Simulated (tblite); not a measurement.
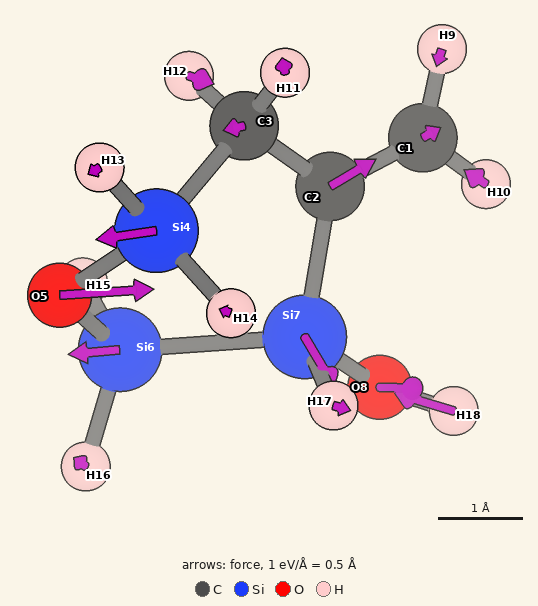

Starting geometry of C₃H₁₀O₂Si₃ with the computed forces as purple arrows. Style: ball-and-stick. Shown at a tilt.

Method: GFN2-xTB geometry optimisation, gas phase (tblite). 

Question: What follows when this structure is relaxed?

Answer: It isn't relaxed: the largest force vector, on O8, is 2.40 eV/Å. The final displacements have little in common with the starting forces (cosine between the two patterns 0.15). The energy falls by 1.116 eV in 156 geometry steps. H18 moves most after the best rigid fit: 2.75 Å. Largest moves by element: H 2.75 Å, O 1.70 Å, C 1.44 Å, Si 0.72 Å. Near-neighbour distances that change, for instance: Si4–Si7 2.997 → 3.634 Å, Si4–O5 1.703 → 1.623 Å, O5–Si6 1.721 → 1.643 Å, Si7–O8 1.699 → 1.637 Å. Among the angles between lasting bonds that change: Si4–O5–Si6 111.2° → 140.1°, Si7–O8–H18 106.2° → 121.9°, Si6–Si7–H17 108.4° → 119.1°. Groups turn about C2–Si7 by about 90°, Si6–Si7 by about 60°, C2–C3 by about 55°. The run took 2.7 s on 1 thread of Arm Neoverse N1, with other jobs on the host.
